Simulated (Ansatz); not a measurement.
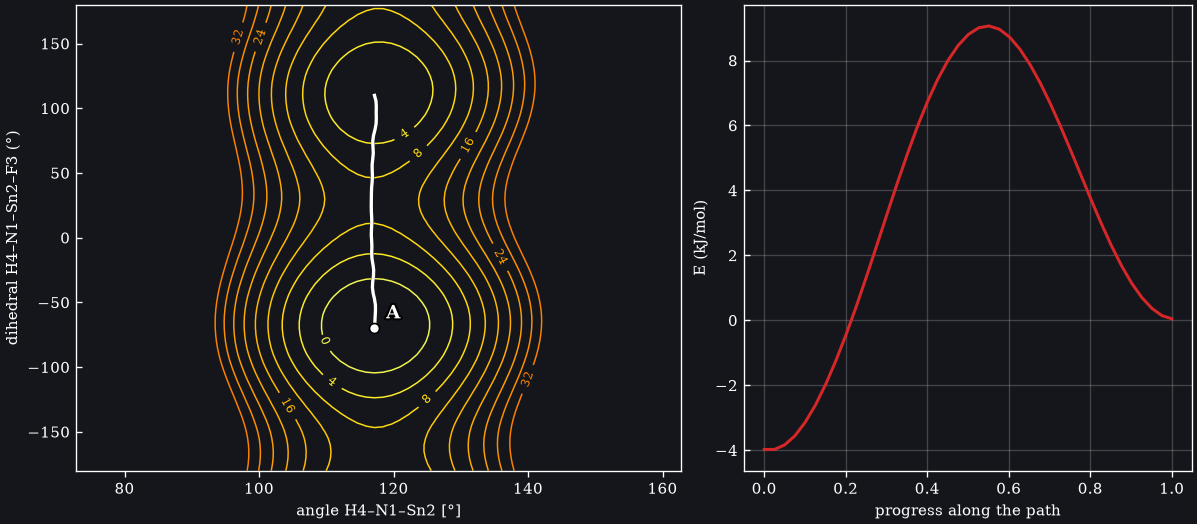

FH4NSn, SMILES [NH2][SnH2][F]. First axis: angle H4–N1–Sn2. Second axis: dihedral H4–N1–Sn2–F3. Nothing is relaxed (all other coordinates rigid). The grid has 13 × 12 points. Points are written as (first, second). Energies are in kJ/mol, from the relaxed molecule at the same level. Level of theory: RKS PBE0-D4/def2-TZVP (Ansatz).

The picture shows contour lines labelled in kJ/mol (none above 32), a line along the lowest path, the energy along the path at the right, the start A. Between grid points the surface is interpolated.

### Describe the path and its barrier.

The easiest path leads from the well at about (117°, −70°) to the well at about (117°, 110°), about 4 kJ/mol higher. Its highest point lies about 13 kJ/mol above the bottom of the first well on the interpolated surface, at (117.8°, 30°). Seen from the upper well the barrier is about 9 kJ/mol. This is the barrier on the constrained surface; relaxing the other coordinates would change it.
